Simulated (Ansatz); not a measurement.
```yaml
atoms:
  - { symbol: Ta, position_ang: [-0.5545, -0.2481, 0.2806] }
  - { symbol: O, position_ang: [3.0484, -0.8332, -0.2524] }
  - { symbol: H, position_ang: [3.2249, -0.0460, 0.2951] }
  - { symbol: N, position_ang: [0.3154, 0.5134, 1.9369] }
  - { symbol: H, position_ang: [1.0370, 0.0393, 2.4878] }
  - { symbol: H, position_ang: [-0.0124, 1.3519, 2.4219] }
  - { symbol: N, position_ang: [0.4778, -0.0824, -1.4021] }
  - { symbol: H, position_ang: [0.1361, 0.1087, -2.3487] }
  - { symbol: H, position_ang: [1.5065, -0.2263, -1.3628] }
  - { symbol: N, position_ang: [-1.6697, 1.4407, 0.0882] }
  - { symbol: H, position_ang: [-2.6521, 1.5205, 0.3772] }
  - { symbol: H, position_ang: [-1.3237, 2.3770, -0.1559] }
  - { symbol: O, position_ang: [-2.2479, -1.2142, 0.2436] }
  - { symbol: H, position_ang: [-2.4042, -1.9875, 0.8137] }
  - { symbol: N, position_ang: [0.5889, -1.9254, 0.8625] }
  - { symbol: H, position_ang: [0.7141, -2.7282, 0.2292] }
  - { symbol: H, position_ang: [0.7700, -2.2642, 1.8160] }
  - { symbol: H, position_ang: [2.3054, -1.2767, 0.2471] }
```

Core potentials replace the inner electrons of Ta.

Level of theory: RKS PBE/def2-SVP in Ansatz 0.2.0.

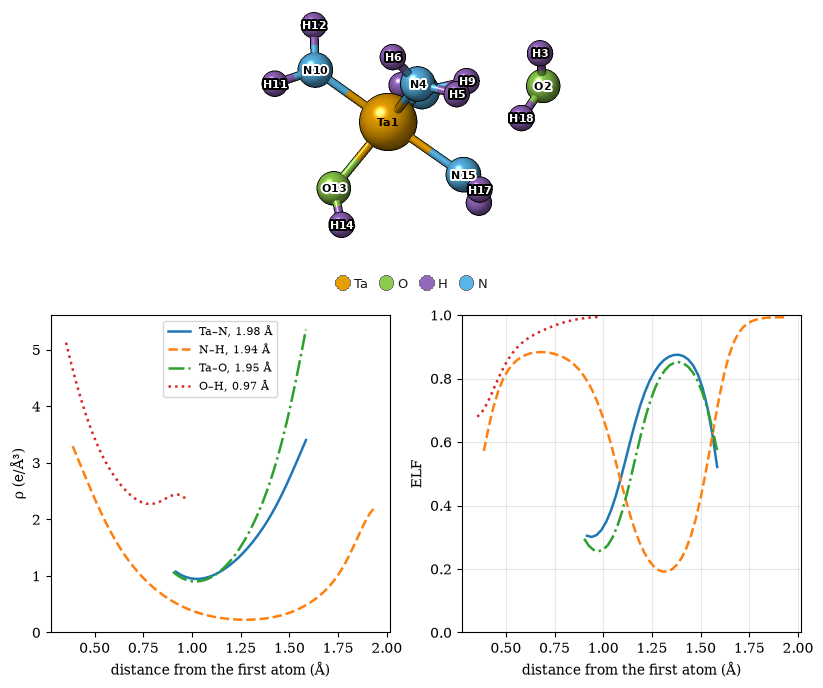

H9N4OTa···H2O. Electron density and ELF along straight lines between neighbouring atoms. The curves leave out the atomic cores. The structure is drawn too.

### Compare the contacts.

Ta–N (1.98 Å): the density is about 0.96 e/Å³ at the midpoint; the ELF peaks at about 0.90 in the valence shell of N, 0.6 Å from its nucleus, and is about 0.30 at the midpoint.
N15···H18 (1.94 Å): the density falls to about 0.23 e/Å³ on the way; the ELF dips to about 0.20 between them (a closed-shell contact with the geometry of a hydrogen bond).
Ta–O (1.95 Å): ρ at the midpoint is about 0.92 e/Å³; the ELF peaks at about 0.85 in the valence shell of O, 0.6 Å from its nucleus, and drops to about 0.25 between the two atoms.
O–H (0.97 Å): ρ at the midpoint is about 3.5 e/Å³; the ELF climbs to about 1 towards the hydrogen, as it does in any bond to H (a covalent bond by its length).
